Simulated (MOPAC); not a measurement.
## Run report: SiBr3Cl, frequency calculation

SiBr3Cl, SMILES Cl[Si](Br)(Br)Br, computed with PM6-D3, closed shell, dispersion D3 (MOPAC 23.2.5).

The geometry was optimised with PM6-D3.

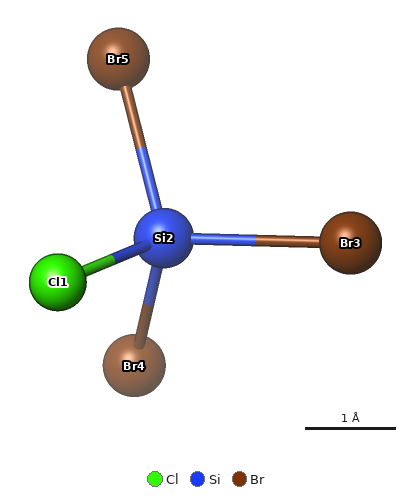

*The input geometry (ball-and-stick view, seen at a tilt; atoms are numbered from 1 in the order of the input).*

Input file (br3clsi.mop)
```
PM6-D3 FORCE THERMO(298,398,100) AUX(PRECISION=6) T=10M THREADS=1


Cl    -0.777992 +1    -0.166156 +1     1.903709 +1
Si    -0.009819 +1     0.003995 +1     0.013744 +1
Br     1.697026 +1    -1.315867 +1    -0.189187 +1
Br    -1.528838 +1    -0.545230 +1    -1.431056 +1
Br     0.610783 +1     2.052130 +1    -0.327634 +1
```

Launched with:
```bash
mopac br3clsi.mop
```

Log
```
MOPAC v23.2.5
PM6-D3 CALCULATION RESULTS

 *  PM6-D3     - CORRECT DISPERSION USING D3 METHOD
 *  FORCE      - FORCE CALCULATION SPECIFIED
 *  THREADS=1  - MULTI-THREADING NOT USED
 *  AUX        - OUTPUT AUXILIARY INFORMATION
 *  THERMO     - THERMODYNAMIC QUANTITIES TO BE CALCULATED
PM6-D3 FORCE THERMO(298,398,100) AUX(PRECISION=6) T=10M THREADS=1

   ATOM   CHEMICAL          X               Y               Z
  NUMBER   SYMBOL      (ANGSTROMS)     (ANGSTROMS)     (ANGSTROMS)

     1      Cl         -0.77799200  *  -0.16615600  *   1.90370900  *
     2      Si         -0.00981900  *   0.00399500  *   0.01374400  *
     3      Br          1.69702600  *  -1.31586700  *  -0.18918700  *
     4      Br         -1.52883800  *  -0.54523000  *  -1.43105600  *
     5      Br          0.61078300  *   2.05213000  *  -0.32763400  *

          CARTESIAN COORDINATES

    NO.       ATOM           X           Y           Z

     1        Cl         -0.7780     -0.1662      1.9037
     2        Si         -0.0098      0.0040      0.0137
     3        Br          1.6970     -1.3159     -0.1892
     4        Br         -1.5288     -0.5452     -1.4311
     5        Br          0.6108      2.0521     -0.3276

           Empirical Formula: Cl Si Br3  =     5 atoms

      MOLECULAR POINT GROUP   :   C3v

      RHF CALCULATION, NO. OF DOUBLY OCCUPIED LEVELS = 16

          HEAT OF FORMATION =    -111.245685 KCALS/MOLE

          CARTESIAN COORDINATE DERIVATIVES

   NUMBER  ATOM         X            Y            Z

     1      Cl      0.002546     0.001780     0.001112
     2      Si     -0.002812    -0.000277    -0.000313
     3      Br     -0.001451     0.002480     0.000808
     4      Br      0.000054    -0.001061    -0.001134
     5      Br      0.001663    -0.002922    -0.000472

 DIPOLE           X         Y         Z       TOTAL
 POINT-CHG.    -0.059     0.000    -0.000     0.059
 HYBRID         0.331    -0.000    -0.000     0.331
 SUM            0.272     0.000    -0.000     0.272

          GRADIENT NORM =   0.00647

          MOLECULAR WEIGHT =  303.25

          ROTATIONAL CONSTANTS IN CM(-1)

          A =    0.02276223   B =    0.02276120   C =    0.01682109

           PRINCIPAL MOMENTS OF INERTIA IN UNITS OF 10**(-40)*GRAM-CM**2

          A =     1229.7895   B =     1229.8451   C =     1664.1462

          ORIENTATION OF MOLECULE IN FORCE CALCULATION

    NO.       ATOM         X         Y         Z

     1         Cl      -2.3756    0.0000   -0.0000
     2         Si      -0.3284    0.0000   -0.0000
     3         Br       0.3897    2.0447   -0.0000
     4         Br       0.3898   -1.0223    1.7707
     5         Br       0.3899   -1.0224   -1.7707

    FIRST DERIVATIVES WILL BE USED IN THE CALCULATION OF SECOND DERIVATIVES

          ESTIMATED TIME TO COMPLETE CALCULATION =        0.35 SECONDS

    FOR POINT-GROUP C3v  THERE ARE   6 UNIQUE SYMMETRY FUNCTIONS.

 STEP:   1 TIME =     0.01 SECS, INTEGRAL =      0.01 TIME LEFT:    599.98
 STEP:   2 TIME =     0.01 SECS, INTEGRAL =      0.02 TIME LEFT:    599.96
 STEP:   3 TIME =     0.01 SECS, INTEGRAL =      0.03 TIME LEFT:    599.96
 STEP:   4 TIME =     0.01 SECS, INTEGRAL =      0.04 TIME LEFT:    599.95
 STEP:   5 TIME =     0.01 SECS, INTEGRAL =      0.05 TIME LEFT:    599.94
 STEP:   6 TIME =     0.01 SECS, INTEGRAL =      0.06 TIME LEFT:    599.93
 STEP:   7 TIME =     0.01 SECS, INTEGRAL =      0.07 TIME LEFT:    599.92
 STEP:   8 TIME =     0.01 SECS, INTEGRAL =      0.08 TIME LEFT:    599.91
 STEP:   9 TIME =     0.01 SECS, INTEGRAL =      0.09 TIME LEFT:    599.90
 STEP:  10                       INTEGRAL =      0.09 TIME LEFT:    599.90
 STEP:  11                       INTEGRAL =      0.09 TIME LEFT:    599.90
 STEP:  12                       INTEGRAL =      0.09 TIME LEFT:    599.90
 STEP:  13                       INTEGRAL =      0.09 TIME LEFT:    599.90
 STEP:  14                       INTEGRAL =      0.09 TIME LEFT:    599.90
 STEP:  15                       INTEGRAL =      0.09 TIME LEFT:    599.90

(To convert to Hartree/Bohr^2, multiply by (10^(-21) x N x a0^2)/(4.184 x 627.51) =  0.0642)

           FORCE MATRIX IN MILLIDYNES/ANGSTROM

                 Cl  1      Si  2      Br  3      Br  4      Br  5
 ------------------------------------------------------------------
    Cl    1   2.304760
    Si    2   1.948285   4.109679
    Br    3   0.209283   1.269809   1.689308
    Br    4   0.208932   1.269884   0.239496   1.689308
    Br    5   0.208917   1.269865   0.239879   0.239496   1.689308

          HEAT OF FORMATION =    -111.245685 KCALS/MOLE

          ZERO POINT ENERGY       3.029 KCAL/MOL

           NORMAL COORDINATE ANALYSIS (Total motion = 1 Angstrom)

   Root No.       1         2         3         4         5         6         7         8

                 1 E       1 E       2 E       2 E       1 A1      2 A1      3 E       3 E

                  88.4      88.4     141.6     141.6     142.6     240.5     387.7     387.7

           1   -0.0000    0.0000   -0.0000   -0.0000    0.2561    0.3127    0.0000    0.0000
           2    0.3032    0.0106    0.0927    0.3435    0.0000    0.0000   -0.0365   -0.0062
           3    0.0106   -0.3031    0.3435   -0.0927    0.0000    0.0000    0.0061   -0.0370
           4   -0.0000    0.0000    0.0000    0.0000    0.2428    0.2034   -0.0001   -0.0000
           5    0.0758    0.0026   -0.0387   -0.1434    0.0000    0.0000    0.6718    0.1136
           6    0.0026   -0.0757   -0.1434    0.0387    0.0000    0.0000   -0.1122    0.6803
           7   -0.1275   -0.0045   -0.0339   -0.1256   -0.0663   -0.0701   -0.0407   -0.0069
           8    0.1255    0.0044   -0.0453   -0.1677    0.1533   -0.1453   -0.1339   -0.0226
           9   -0.0081    0.2329    0.0997   -0.0269   -0.0000    0.0000    0.0021   -0.0129
          10    0.0599    0.1126   -0.0918    0.0922   -0.0663   -0.0701    0.0262   -0.0322
          11   -0.1488    0.1502    0.1246    0.0016   -0.0767    0.0726   -0.0518    0.0458
          12   -0.1540   -0.0413   -0.0696    0.1430    0.1328   -0.1258    0.0698   -0.0960
          13    0.0676   -0.1082    0.1257    0.0334   -0.0663   -0.0701    0.0145    0.0391
          14   -0.1379   -0.1602   -0.1069    0.0641   -0.0767    0.0726   -0.0343   -0.0604
          15    0.1565   -0.0305   -0.1321   -0.0885   -0.1328    0.1258   -0.0351   -0.1138

   Root No.       9

                 3 A1

                 500.2

           1   -0.3683
           2   -0.0000
           3   -0.0000
           4    0.5650
           5    0.0000
           6    0.0000
           7   -0.0117
           8   -0.0189
           9   -0.0000
          10   -0.0117
          11    0.0095
          12   -0.0164
          13   -0.0117
          14    0.0095
          15    0.0164

           MASS-WEIGHTED COORDINATE ANALYSIS (NORMAL COORDINATES)

   Root No.       1         2         3         4         5         6         7         8

                 1 E       1 E       2 E       2 E       1 A1      2 A1      3 E       3 E

                  88.4      88.4     141.6     141.6     142.6     240.5     387.7     387.7

           1   -0.0000    0.0000   -0.0000   -0.0000    0.4668    0.5649    0.0000    0.0000
           2    0.4857    0.0295    0.1849    0.5821    0.0000    0.0000   -0.0551   -0.0100
           3    0.0295   -0.4857    0.5821   -0.1849    0.0000    0.0000    0.0100   -0.0551
           4   -0.0000    0.0000    0.0000    0.0000    0.3939    0.3270   -0.0001   -0.0000
           5    0.1080    0.0066   -0.0687   -0.2163    0.0000    0.0000    0.9017    0.1645
           6    0.0066   -0.1080   -0.2163    0.0687    0.0000    0.0000   -0.1645    0.9017
           7   -0.3067   -0.0187   -0.1015   -0.3196   -0.1815   -0.1900   -0.0921   -0.0168
           8    0.3019    0.0184   -0.1355   -0.4267    0.4196   -0.3940   -0.3031   -0.0553
           9   -0.0341    0.5603    0.2536   -0.0805   -0.0000    0.0000    0.0053   -0.0289
          10    0.1372    0.2749   -0.2260    0.2477   -0.1815   -0.1900    0.0606   -0.0714
          11   -0.3674    0.3524    0.3211   -0.0100   -0.2098    0.1970   -0.1191    0.1010
          12   -0.3681   -0.1091   -0.1630    0.3760    0.3634   -0.3412    0.1615   -0.2129
          13    0.1695   -0.2563    0.3275    0.0719   -0.1814   -0.1900    0.0315    0.0882
          14   -0.3220   -0.3943   -0.2680    0.1771   -0.2098    0.1970   -0.0757   -0.1365
          15    0.3786   -0.0637   -0.3501   -0.2131   -0.3634    0.3412   -0.0760   -0.2562

   Root No.       9

                 3 A1

                 500.2

           1   -0.5883
           2   -0.0000
           3   -0.0000
           4    0.8033
           5    0.0001
           6    0.0000
           7   -0.0281
           8   -0.0454
           9   -0.0000
          10   -0.0281
          11    0.0227
          12   -0.0393
          13   -0.0281
          14    0.0227
          15    0.0393

          DESCRIPTION OF VIBRATIONS

 VIBRATION          2    1E          ATOM PAIR     ENERGY CONTRIBUTION    RADIAL
 FREQUENCY            88.43         Si2 -- Br3         +34.1% ( 66.4%)      0.0%
 TRANSITION DIPOLE   0.1380         Cl1 -- Si2         +27.2% ( 59.3%)      0.0%
 TRAVEL (Ang.)       0.2085         Si2 -- Br5         +20.4% ( 51.3%)      2.0%
 REDUCED MASS       17.5347         Si2 -- Br4         +18.3% ( 48.6%)      2.7%
 EFFECTIVE MASS     70.2171
 FORCE CONSTANT      0.0808

 VIBRATION          4    2E          ATOM PAIR     ENERGY CONTRIBUTION    RADIAL
 FREQUENCY           141.56         Cl1 -- Si2         +37.7% ( 80.6%)      0.0%
 TRANSITION DIPOLE   0.6986         Si2 -- Br5         +21.8% ( 61.2%)      2.0%
 TRAVEL (Ang.)       0.1748         Si2 -- Br4         +20.7% ( 59.7%)     28.0%
 REDUCED MASS       15.5822         Si2 -- Br3         +19.9% ( 58.5%)     54.9%
 EFFECTIVE MASS     64.1293
 FORCE CONSTANT      0.1840

 VIBRATION          5    1A1         ATOM PAIR     ENERGY CONTRIBUTION    RADIAL
 FREQUENCY           142.62         Si2 -- Br3         +29.1% (117.5%)      8.3%
 TRANSITION DIPOLE   0.9009         Si2 -- Br4         +29.1% (117.5%)      8.3%
 TRAVEL (Ang.)       0.1920         Si2 -- Br5         +29.1% (117.5%)      8.3%
 REDUCED MASS       12.8296         Cl1 -- Si2         +12.6% ( 77.4%)    100.0%
 EFFECTIVE MASS     65.4889
 FORCE CONSTANT      0.1537

 VIBRATION          6    2A1         ATOM PAIR     ENERGY CONTRIBUTION    RADIAL
 FREQUENCY           240.51         Si2 -- Br3         +28.6% ( 71.6%)     69.8%
 TRANSITION DIPOLE   1.2992         Si2 -- Br4         +28.6% ( 71.6%)     69.8%
 TRAVEL (Ang.)       0.1485         Si2 -- Br5         +28.6% ( 71.6%)     69.8%
 REDUCED MASS       12.7057         Cl1 -- Si2         +14.3% ( 50.7%)    100.0%
 EFFECTIVE MASS     58.2838
 FORCE CONSTANT      0.4330

 VIBRATION          8    3E          ATOM PAIR     ENERGY CONTRIBUTION    RADIAL
 FREQUENCY           387.74         Si2 -- Br5         +28.0% ( 93.8%)     86.7%
 TRANSITION DIPOLE   7.1499         Si2 -- Br4         +26.2% ( 90.7%)     65.4%
 TRAVEL (Ang.)       0.0915         Si2 -- Br3         +22.9% ( 84.9%)      5.0%
 REDUCED MASS       20.7922         Cl1 -- Si2         +22.9% ( 84.8%)      0.0%
 EFFECTIVE MASS     34.5856
 FORCE CONSTANT      1.8418

 VIBRATION          9    3A1         ATOM PAIR     ENERGY CONTRIBUTION    RADIAL
 FREQUENCY           500.19         Cl1 -- Si2         +42.3% ( 99.2%)    100.0%
 TRANSITION DIPOLE   7.3568         Si2 -- Br5         +19.2% ( 66.8%)     14.6%
 TRAVEL (Ang.)       0.0919         Si2 -- Br4         +19.2% ( 66.8%)     14.6%
 REDUCED MASS       15.9453         Si2 -- Br3         +19.2% ( 66.8%)     14.6%
 EFFECTIVE MASS     30.8927
 FORCE CONSTANT      2.3505

      SYMMETRY NUMBER FOR POINT-GROUP C3v =  3

          SYSTEM IS A GROUND STATE

          MOLECULE IS NOT LINEAR

          THERE ARE  9 GENUINE VIBRATIONS IN THIS SYSTEM
          THIS THERMODYNAMICS CALCULATION IS LIMITED TO
          MOLECULES WHICH HAVE NO INTERNAL ROTATIONS

                    CALCULATED THERMODYNAMIC PROPERTIES
                                          *
   TEMP. (K)   PARTITION FUNCTION   H.O.F.    ENTHALPY  HEAT CAPACITY ENTROPY
                                   KCAL/MOL   CAL/MOLE    CAL/K/MOL  CAL/K/MOL

 298.00  VIB.     0.1515D+03                  3043.1702    15.6674    20.1890
         ROT.     0.5966D+06                   888.2803     2.9808    29.4085
         INT.     0.9038D+08                  3931.4505    18.6482    49.5975
         TRA.     0.5105D+28                  1480.4672     4.9680    43.0227
         TOT.                     -111.246    5411.9177    23.6163    92.6202

 298.00  VIB.     0.1515D+03                  3043.1702    15.6674    20.1890
         ROT.     0.5966D+06                   888.2803     2.9808    29.4085
         INT.     0.9038D+08                  3931.4505    18.6482    49.5975
         TRA.     0.5105D+28                  1480.4672     4.9680    43.0227
         TOT.                     -111.246    5411.9177    23.6163    92.6202

 398.00  VIB.     0.7489D+03                  4659.1393    16.5468    24.8589
         ROT.     0.9208D+06                  1186.3609     2.9808    30.2710
         INT.     0.6896D+09                  5845.5003    19.5276    55.1299
         TRA.     0.7880D+28                  1977.2682     4.9680    44.4602
         TOT.                     -108.835    7822.7685    24.4956    99.5901

   *: NOTE: HEATS OF FORMATION ARE RELATIVE TO THE
            ELEMENTS IN THEIR STANDARD STATE AT 298K
              (=  Standard Enthalpy of Formation).

            Hvib:  Zero-point energy is not included.
                   frequencies of less than zero cm-1 are not included.
            Hrot = (3/2)RT
            Htra = (3/2)RT + pV = (5/2)RT

            Heat capacity is Cp, not Cv

           FORCE CONSTANT IN CARTESIAN COORDINATES (Millidynes/A)

    ATOM   CHEMICAL       X               Y               Z
   NUMBER   SYMBOL  FORCE CONSTANT  FORCE CONSTANT  FORCE CONSTANT

      1      Cl        2.287092        0.204229        0.204229
      2      Si        2.826215        2.108603        2.108603
      3      Br        0.341495        1.509781        0.189095
      4      Br        0.341584        0.519208        1.179580
      5      Br        0.341623        0.519216        1.179532

 *                    *
 * JOB ENDED NORMALLY *
 *                    *

 TOTAL JOB TIME:             0.12 SECONDS

 == MOPAC DONE ==
```

Results in brief

```tsv
quantity	value
outcome	converged
heat of formation	−111.25 kcal/mol
basis functions	45
zero-point energy	0.004827 hartree
wavenumbers, lowest and highest	88 and 500 cm⁻¹
hardware	1 thread of AMD EPYC (Zen 5), 64 GiB of memory available, shared host
peak memory	0.071 GiB
```

Notes

MOPAC's energies along a path are heats of formation.
